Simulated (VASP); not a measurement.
Consider the following.

```xyz
2
Lattice="0.0000 2.4383 2.4383 2.4383 0.0000 2.4383 2.4383 2.4383 0.0000" Properties=species:S:1:pos:R:3 pbc="T T T"
Be     2.4383     4.8766     2.4383
S      1.2191     1.2191     1.2191
```

All values below come from revTPSS meta-GGA, VASP's PBE PAW potentials (set 64) (plane waves; VASP 6.6.1). Numerical set-up: 520 eV cut-off, 10×10×10 Γ-centred mesh, tetrahedra with Blöchl corrections, potentials Be S.

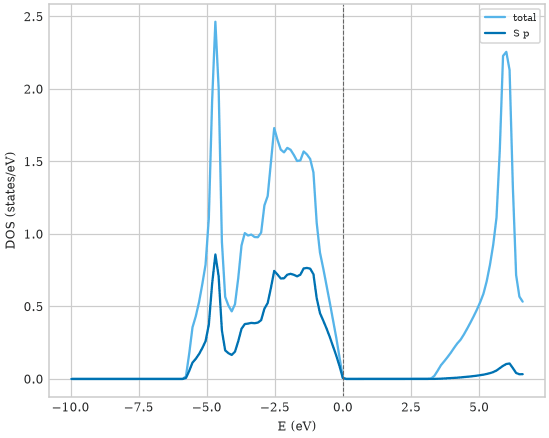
Total and projected density of states, zero at the valence-band maximum

Within 2 eV below the valence-band maximum the largest weight inside VASP's projection spheres is S p, then Be p.

The gap is indirect, 3.18 eV, from the valence maximum at Γ to the conduction minimum at X.

The compound is BeS in the zinc blende structure. It was relaxed first.
